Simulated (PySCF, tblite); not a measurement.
# ClH5P2Si: dynamics, then NMR shifts and electronic excitations on frames, part 2 of 2

tblite 0.8.0 and PySCF 2.14.0. Atoms count from 0. The steps go on from the part before.

## (9) Shielding tensors: 800 fs, PBE0/pcSseg-1

The job: settings as JSON, then the geometry in Å.

```
{"job": {"kind": "nmr", "xc": "PBE0", "basis": "pcSseg-1", "pop": false}, "charge": 0, "multiplicity": 1}
P     -2.614500     0.135400     0.785300
Si    -0.963200    -0.836500    -0.487400
P      0.985400     0.101900    -0.012800
Cl    -1.368500    -0.298200    -2.550000
H     -1.920000    -0.124100     2.009400
H     -3.505900    -0.891300     0.947300
H     -1.157700    -2.309700    -0.661300
H      1.867500    -0.933000    -0.419800
H      0.937100    -0.284600     1.331800
```

Method: GIAO PBE0/pcSseg-1 NMR shielding, non-relativistic, gas phase.

The program printed:

```text
coarse grid: 9600 points
cycle   1  E = -1434.8002952196  dE =  4.285e-02  |g| = 3.131e-01  |ddm| = 2.654e+00
cycle   2  E = -1434.7838121413  dE =  1.648e-02  |g| = 4.069e-01  |ddm| = 1.014e+00
cycle   3  E = -1434.8321291564  dE = -4.832e-02  |g| = 2.752e-02  |ddm| = 5.888e-01
cycle   4  E = -1434.8323003767  dE = -1.712e-04  |g| = 1.309e-02  |ddm| = 5.529e-02
cycle   5  E = -1434.8323597910  dE = -5.941e-05  |g| = 2.537e-03  |ddm| = 2.311e-02
cycle   6  E = -1434.8323615138  dE = -1.723e-06  |g| = 4.452e-04  |ddm| = 3.716e-03
final grid: 74384 points
cycle   7  E = -1434.8544699912  dE = -1.641e-05  |g| = 3.733e-03  |ddm| = 1.971e-02
cycle   8  E = -1434.8544700810  dE = -8.978e-08  |g| = 3.074e-03  |ddm| = 7.885e-03
cycle   9  E = -1434.8544722732  dE = -2.192e-06  |g| = 3.475e-04  |ddm| = 4.703e-03
cycle  10  E = -1434.8544723133  dE = -4.011e-08  |g| = 6.922e-05  |ddm| = 6.586e-04
cycle  11  E = -1434.8544723150  dE = -1.618e-09  |g| = 2.549e-05  |ddm| = 1.313e-04
cycle  12  E = -1434.8544723151  dE = -1.776e-10  |g| = 4.631e-06  |ddm| = 3.732e-05
converged SCF energy = -1434.8544723151

GIAO shielding tensors (ppm)
atom      isotropic    diamagn.    paramagn.     s11        s22        s33       span
  0 P      557.559     966.312    -408.753    506.901    560.197    605.578     98.677
  1 Si     307.518     876.694    -569.175    222.035    319.000    381.520    159.485
  2 P      577.118     967.199    -390.080    514.683    606.582    610.091     95.408
  3 Cl     919.797    1147.676    -227.879    879.660    889.671    990.061    110.401
  4 H       29.524      29.423       0.101     23.959     28.280     36.332     12.374
  5 H       29.790      29.399       0.391     24.825     26.312     38.232     13.406
  6 H       24.382      27.108      -2.726     20.678     23.052     29.417      8.738
  7 H       28.905      28.791       0.114     23.833     25.704     37.177     13.343
  8 H       29.977      30.346      -0.370     24.077     28.193     37.661     13.584
```

It took 5.9 s on 1 thread of Arm Neoverse V2, shared host; peak memory 0.63 GiB.

In short: δ P0 -239.2, P2 -258.7, Si1 41.6, Cl3 30, H6 7.33, H7 2.81 ppm.

## (10) Ultraviolet spectrum: 800 fs, PBE0/def2-SVPD

Settings changed since step 9:

```diff
@@ -1,2 +1,2 @@
-{"job": {"kind": "nmr", "xc": "PBE0", "basis": "pcSseg-1", "pop": false}, "charge": 0, "multiplicity": 1}
+{"job": {"kind": "uv", "xc": "PBE0", "basis": "def2-SVPD", "nstates": 5, "ntriplets": 0}, "charge": 0, "multiplicity": 1}
 P     -2.614500     0.135400     0.785300
```

With the program's defaults for keys left out, this is: TDDFT PBE0/def2-SVPD, vertical, gas phase, core orbitals frozen in the response.

The program printed:

```text
coarse grid: 9600 points
cycle   1  E = -1434.3053836482  dE =  1.115e-02  |g| = 2.705e-01  |ddm| = 3.287e+00
cycle   2  E = -1434.2907890484  dE =  1.459e-02  |g| = 3.512e-01  |ddm| = 1.002e+00
cycle   3  E = -1434.3308896856  dE = -4.010e-02  |g| = 2.707e-02  |ddm| = 5.718e-01
cycle   4  E = -1434.3311020627  dE = -2.124e-04  |g| = 1.427e-02  |ddm| = 6.525e-02
cycle   5  E = -1434.3311782327  dE = -7.617e-05  |g| = 2.238e-03  |ddm| = 2.922e-02
cycle   6  E = -1434.3311800507  dE = -1.818e-06  |g| = 5.154e-04  |ddm| = 5.526e-03
final grid: 74384 points
cycle   7  E = -1434.4845405598  dE = -1.067e-05  |g| = 2.790e-03  |ddm| = 5.446e-02
cycle   8  E = -1434.4845406461  dE = -8.632e-08  |g| = 2.717e-03  |ddm| = 9.912e-03
cycle   9  E = -1434.4845431214  dE = -2.475e-06  |g| = 2.148e-04  |ddm| = 5.117e-03
cycle  10  E = -1434.4845431393  dE = -1.785e-08  |g| = 5.091e-05  |ddm| = 4.949e-04
cycle  11  E = -1434.4845431400  dE = -7.678e-10  |g| = 2.813e-05  |ddm| = 1.249e-04
converged SCF energy = -1434.4845431400

Static polarisability (au): isotropic 98.451, principal 81.766 101.135 112.450

Singlet excitations
state   eV       nm        f      main configurations
  1   5.6006    221.4   0.03099   H->L 0.86, H->L+1 0.09
  2   5.9433    208.6   0.01462   H-1->L 0.81
  3   5.9885    207.0   0.01546   H->L+1 0.72, H->L+2 0.12
  4   6.2504    198.4   0.03309   H->L+2 0.85, H->L+1 0.10
  5   6.4062    193.5   0.02655   H-1->L+1 0.66, H-1->L+2 0.18
```

Run time: 6.9 s. Hardware: 1 thread of Arm Neoverse V2, shared host; peak memory 0.61 GiB.

Key values: HOMO -7.69 eV, LUMO -0.83 eV; lowest singlet 5.60 eV.

## (11) NMR shieldings: 1000 fs, PBE0/pcSseg-1

The job: settings as JSON, then the geometry in Å.

```
{"job": {"kind": "nmr", "xc": "PBE0", "basis": "pcSseg-1", "pop": false}, "charge": 0, "multiplicity": 1}
P     -2.617800     0.517500     1.148000
Si    -1.351600    -0.429800    -0.499700
P      0.935900     0.057200    -0.359100
Cl    -2.080800     0.165700    -2.339000
H     -3.222400    -0.721100     1.225400
H     -3.604200     0.989600     0.325500
H     -1.653300    -1.864300    -0.756600
H      1.159200    -1.230300    -0.298200
H      0.804200     0.216500     1.038000
```

Level: GIAO PBE0/pcSseg-1 NMR shielding, non-relativistic, gas phase.

The program printed:

```text
coarse grid: 9600 points
cycle   1  E = -1434.7960781055  dE =  1.333e-01  |g| = 2.897e-01  |ddm| = 2.690e+00
cycle   2  E = -1434.7860762766  dE =  1.000e-02  |g| = 3.561e-01  |ddm| = 8.598e-01
cycle   3  E = -1434.8217216901  dE = -3.565e-02  |g| = 2.737e-02  |ddm| = 4.886e-01
cycle   4  E = -1434.8219027520  dE = -1.811e-04  |g| = 1.206e-02  |ddm| = 5.212e-02
cycle   5  E = -1434.8219479938  dE = -4.524e-05  |g| = 2.145e-03  |ddm| = 1.992e-02
cycle   6  E = -1434.8219491467  dE = -1.153e-06  |g| = 7.787e-04  |ddm| = 3.842e-03
final grid: 74384 points
cycle   7  E = -1434.8430872471  dE = -1.689e-05  |g| = 3.925e-03  |ddm| = 2.114e-02
cycle   8  E = -1434.8430870988  dE =  1.483e-07  |g| = 3.403e-03  |ddm| = 9.020e-03
cycle   9  E = -1434.8430899091  dE = -2.810e-06  |g| = 3.987e-04  |ddm| = 5.390e-03
cycle  10  E = -1434.8430899623  dE = -5.326e-08  |g| = 1.135e-04  |ddm| = 7.515e-04
cycle  11  E = -1434.8430899665  dE = -4.116e-09  |g| = 2.419e-05  |ddm| = 1.730e-04
cycle  12  E = -1434.8430899666  dE = -1.473e-10  |g| = 4.743e-06  |ddm| = 3.642e-05
converged SCF energy = -1434.8430899666

GIAO shielding tensors (ppm)
atom      isotropic    diamagn.    paramagn.     s11        s22        s33       span
  0 P      577.704     965.970    -388.266    445.942    640.489    646.681    200.739
  1 Si     315.981     876.715    -560.734    226.007    347.059    374.876    148.870
  2 P      580.895     966.889    -385.994    498.707    590.006    653.971    155.264
  3 Cl     904.977    1148.080    -243.103    803.878    931.181    979.873    175.995
  4 H       29.618      28.426       1.192     24.751     27.554     36.550     11.798
  5 H       30.346      29.166       1.180     24.448     28.370     38.221     13.773
  6 H       24.677      28.162      -3.485     21.039     23.470     29.521      8.482
  7 H       31.364      32.035      -0.671     25.916     28.682     39.494     13.578
  8 H       29.966      29.779       0.188     24.274     28.387     37.238     12.965
```

It took 6 s on 1 thread of Arm Neoverse V2, shared host; peak memory 0.64 GiB.

Key values: δ P0 -259.3, P2 -262.5, Si1 33.2, Cl3 45, H6 7.04, H4 2.10 ppm.

## (12) TDDFT and polarisability: 1000 fs, PBE0/def2-SVPD

Settings changed since step 11:

```diff
@@ -1,2 +1,2 @@
-{"job": {"kind": "nmr", "xc": "PBE0", "basis": "pcSseg-1", "pop": false}, "charge": 0, "multiplicity": 1}
+{"job": {"kind": "uv", "xc": "PBE0", "basis": "def2-SVPD", "nstates": 5, "ntriplets": 0}, "charge": 0, "multiplicity": 1}
 P     -2.617800     0.517500     1.148000
```

Level: TDDFT PBE0/def2-SVPD, vertical, gas phase, core orbitals frozen in the response.

The program printed:

```text
coarse grid: 9600 points
cycle   1  E = -1434.2991814157  dE =  1.034e-01  |g| = 2.495e-01  |ddm| = 3.426e+00
cycle   2  E = -1434.2913063068  dE =  7.875e-03  |g| = 3.000e-01  |ddm| = 9.049e-01
cycle   3  E = -1434.3195301586  dE = -2.822e-02  |g| = 3.009e-02  |ddm| = 5.050e-01
cycle   4  E = -1434.3198226367  dE = -2.925e-04  |g| = 1.205e-02  |ddm| = 7.066e-02
cycle   5  E = -1434.3198735221  dE = -5.089e-05  |g| = 2.187e-03  |ddm| = 2.572e-02
cycle   6  E = -1434.3198751189  dE = -1.597e-06  |g| = 6.010e-04  |ddm| = 5.176e-03
final grid: 74384 points
cycle   7  E = -1434.4722275280  dE = -1.155e-05  |g| = 2.908e-03  |ddm| = 6.186e-02
cycle   8  E = -1434.4722271594  dE =  3.686e-07  |g| = 3.043e-03  |ddm| = 1.127e-02
cycle   9  E = -1434.4722303979  dE = -3.239e-06  |g| = 2.574e-04  |ddm| = 5.957e-03
cycle  10  E = -1434.4722304215  dE = -2.360e-08  |g| = 7.544e-05  |ddm| = 5.272e-04
cycle  11  E = -1434.4722304233  dE = -1.761e-09  |g| = 2.698e-05  |ddm| = 1.629e-04
cycle  12  E = -1434.4722304235  dE = -2.342e-10  |g| = 3.337e-06  |ddm| = 4.900e-05
converged SCF energy = -1434.4722304235

Static polarisability (au): isotropic 97.183, principal 77.594 98.765 115.190

Singlet excitations
state   eV       nm        f      main configurations
  1   5.4781    226.3   0.00594   H->L 0.94
  2   5.8745    211.1   0.03062   H-1->L 0.80, H-1->L+1 0.12
  3   6.1929    200.2   0.03066   H-1->L+1 0.59, H->L+1 0.31
  4   6.2607    198.0   0.13986   H->L+1 0.54, H-1->L+1 0.22
  5   6.5948    188.0   0.02385   H-2->L 0.92
```

It took 7.1 s on 1 thread of Arm Neoverse V2, shared host; peak memory 0.6 GiB.

Key values: HOMO -7.80 eV, LUMO -0.98 eV; lowest singlet 5.48 eV.

## (13) Run by run: NMR shifts

Shifts (ppm) of some atoms, chosen among heavy atoms and hydrogens apart, with basis size and wall time:

| frame | H8 | H4 | H7 | P0 | P2 | Si1 | Cl3 | functions | time |
| --- | --- | --- | --- | --- | --- | --- | --- | --- | --- |
| 250 fs | 3.73 | 2.63 | 2.08 | -178.7 | -197.5 | 13.2 | 32 | 121 | 6.3 s |
| 425 fs | 0.56 | 1.26 | 1.68 | -251.2 | -244.8 | 15.3 | 32 | 121 | 6.2 s |
| 625 fs | 1.80 | -0.45 | 1.30 | -278.4 | -241.3 | 21.7 | 0 | 121 | 6.1 s |
| 800 fs | 1.74 | 2.19 | 2.81 | -239.2 | -258.7 | 41.6 | 30 | 121 | 5.9 s |
| 1000 fs | 1.75 | 2.10 | 0.35 | -259.3 | -262.5 | 33.2 | 45 | 121 | 6 s |

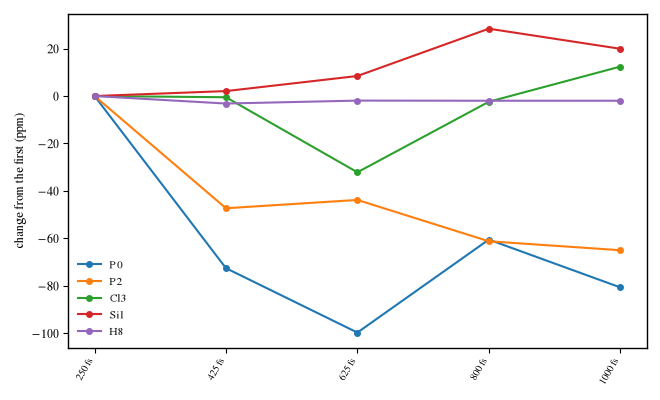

How five of the tabulated atoms move from run to run.

## (14) Comparing the runs: electronic excitations

Excitations and ground-state properties, with basis size and wall time:

| frame | lowest singlet (eV) | brightest (eV) | f | gap (eV) | α (Å³) | μ (D) | functions | time |
| --- | --- | --- | --- | --- | --- | --- | --- | --- |
| 250 fs | 4.88 | 5.94 | 0.066 | 6.05 | 14.47 | 1.78 | 139 | 7.5 s |
| 425 fs | 5.09 | 6.03 | 0.105 | 6.35 | 14.25 | 2.41 | 139 | 7.5 s |
| 625 fs | 5.53 | 6.01 | 0.063 | 6.80 | 14.27 | 2.00 | 139 | 7.5 s |
| 800 fs | 5.60 | 6.25 | 0.033 | 6.86 | 14.59 | 3.15 | 139 | 6.9 s |
| 1000 fs | 5.48 | 6.26 | 0.140 | 6.81 | 14.40 | 1.90 | 139 | 7.1 s |

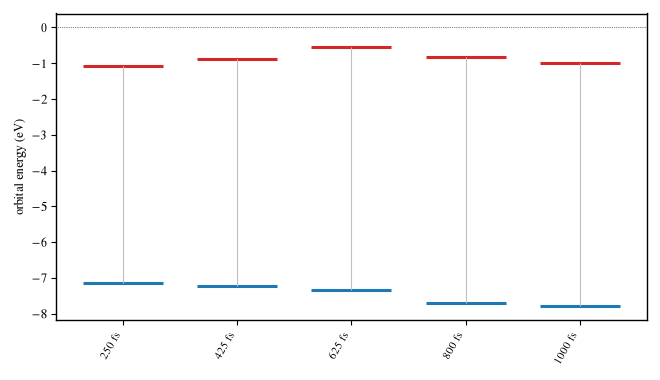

HOMO (blue) and LUMO (red) run by run.

## (15) Outcome

What follows sums up all 2 parts.

| quantity | value |
| --- | --- |
| thermostat | 400 K |
| mean temperature, second half | 391 K |
| mean potential energy above the minimum | 0.29 eV |
| ¹H shifts against TMS (PBE0/pcSseg-1, 250 fs) | 6.96, 3.73, 2.74, 2.63, 2.08 ppm |
| ³¹P shifts against H3PO4 (PBE0/pcSseg-1, 250 fs) | -178.7, -197.5 ppm |
| ²⁹Si shifts against TMS (PBE0/pcSseg-1, 250 fs) | 13.2 ppm |
| ³⁵Cl shifts against HCl (PBE0/pcSseg-1, 250 fs) | 32 ppm |
| lowest singlet (PBE0/def2-SVPD, 250 fs) | 4.88 eV (254 nm), f = 0.028 |
| brightest single state of those computed | state 3, 5.94 eV, f = 0.066 |
| range of the shift of P0 | -278.4 to -178.7 ppm |
| range of the lowest singlet | 4.88 to 5.60 eV |

**Reading.** In the second half the potential energy averages 0.29 eV above the minimum; equipartition over 21 harmonic modes at 400 K would give 0.36 eV. With 9 atoms the temperature swings widely (183 to 606 K). Shifts at one fixed geometry are not the observed spectrum, which averages over the motion. In the first frame run (250 fs): The widest tensor belongs to P0: span 188 ppm, with a paramagnetic part of -470 ppm. The first singlet state (HOMO→LUMO 0.95) lies at 4.88 eV and is weak; of the 5 states computed, the strongest absorption comes from state 3 at 5.94 eV. Across the 5 runs the shift of P0 moves most, between -278.4 (625 fs) and -178.7 ppm (250 fs). The lowest singlet runs from 4.88 eV (250 fs) to 5.60 eV (800 fs), while the orbital gap spans 6.05 to 6.86 eV. The lowest state need not be the same one in every run.
